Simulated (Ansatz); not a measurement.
F$_{2}$H$_{2}$OSi···PH$_{3}$

Input

```
crystal:
  periodic: [false, false, false]
  atoms:
    - { symbol: Si, position_ang: [0.0, 0.0, 0.0] }
    - { symbol: F, position_ang: [0.0, 0.0, 1.94] }
    - { symbol: F, position_ang: [1.4994, 0.0, -0.5295] }
    - { symbol: H, position_ang: [-0.6877, 1.1914, -0.4862] }
    - { symbol: O, position_ang: [-0.7913, -1.3709, -0.5594] }
    - { symbol: H, position_ang: [-1.2459, -1.8365, 0.2129] }
    - { symbol: P, position_ang: [1.2944, -1.9656, 0.782] }
    - { symbol: H, position_ang: [0.4981, -3.1353, 0.6631] }
    - { symbol: H, position_ang: [2.4646, -2.108, -0.0096] }
    - { symbol: H, position_ang: [0.6398, -0.9716, 1.8666] }
basis:
  gaussian: { orbitals: def2-SVP }
hamiltonian:
  xc: pbe0
  dispersion: d4
relax:
  f_tol: 0.15
  max_steps: 25
  restrain:
    - { distance: [0, 6], at: 3.38, k: 30.0 }
    - { distance: [9, 1], at: 2.12, k: 30.0 }
    - { distance: [0, 1], at: 1.59, k: 30.0 }
    - { distance: [9, 6], at: 1.42, k: 30.0 }
output:
  orbitals: {}
```

Run with:

```sh
ansatz run input.yaml --threads 2 --pin off --max-ram 3072MiB --backend cpu --events-out ev --progress --plain --runs-dir out
```

The fields are those of the run's last geometry, not of the input's.

Not at a stationary point (largest force 1.2 eV/Å).

Method: RKS PBE0-D4/def2-SVP (Ansatz).

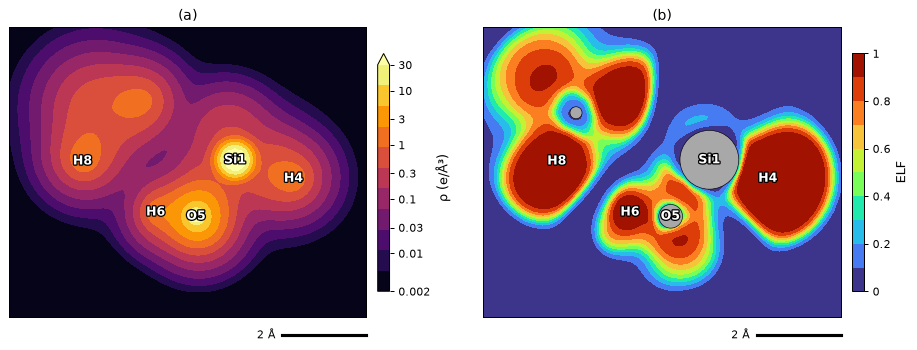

Figure 1. (a) total electron density; (b) electron localisation function on the plane of atoms Si1, O5 and H6. Grey discs cover the atomic cores in the ELF map.

**Read the bonding off the picture.**

- The plane passes through Si, H and O nuclei.
- Si–O (1.63 Å): the density is about 1.2 e/Å³ at the midpoint; the ELF peaks at about 0.85 between the atoms: a shared but strongly polarised pair.
- O–H (0.96 Å): ρ is about 3.7 e/Å³ halfway; the ELF climbs to about 1 towards the hydrogen, as it does in any bond to H: a covalent bond by its length.
- Si–H (1.47 Å): ρ at the midpoint is about 0.82 e/Å³; the ELF climbs to about 1 towards the hydrogen.
- The ELF also peaks beside O5 and P7, away from the bonds: lone-pair regions.

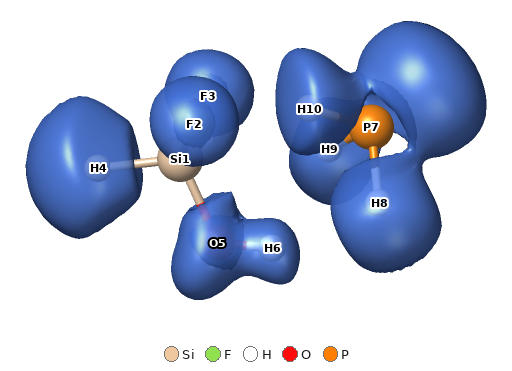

Figure 2. Isosurface of the ELF at 0.75 (blue), seen across its widest extent. Only the valence region is drawn (cores and ρ < 0.01 e/Å³ removed).

**What do the ELF domains correspond to?**

At this value the surface marks out one region around a hydrogen nucleus, two regions wrapped around F (its lone pairs, merged into a ring or cap), one joined region spread over several atoms (H, O), in which their bonds and any lone pairs are merged and one joined region spread over several atoms (H, P), in which their bonds and any lone pairs are merged. Along the contacts the grid gives the following. Si1···H10 (2.59 Å): the ELF dips to about 0.05 between them. Si–F (1.60 Å): the ELF peaks at about 0.85 in the valence shell of F, 0.6 Å from its nucleus, and is about 0.50 at the midpoint.

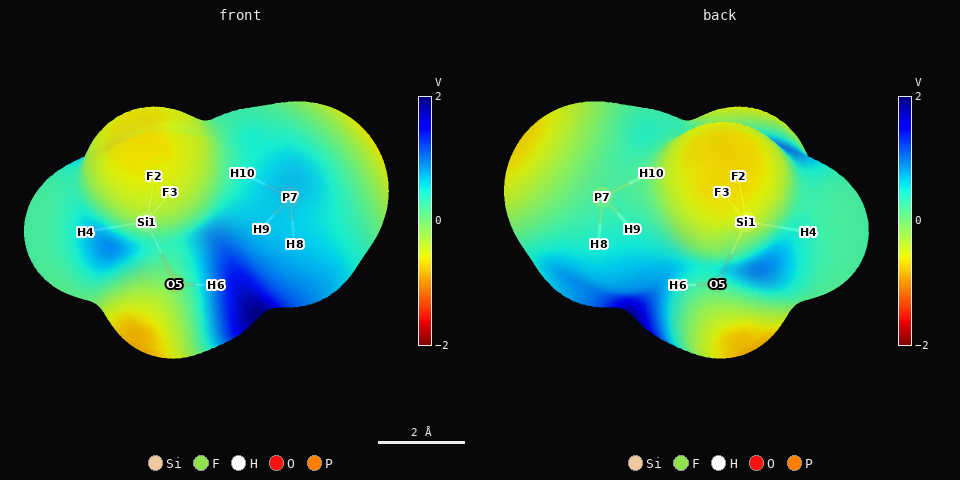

Figure 3. The molecular electrostatic potential painted on the density surface at 0.001 e/bohr³, seen from the front and from behind; red is negative and blue positive.

**Which sites attract a positive test charge, and which a negative one?**

A positive charge is drawn to the negative regions and a negative charge to the positive ones. The most negative region (about −0.9 V) lies over O5, the most positive (about +1.9 V) over H6.
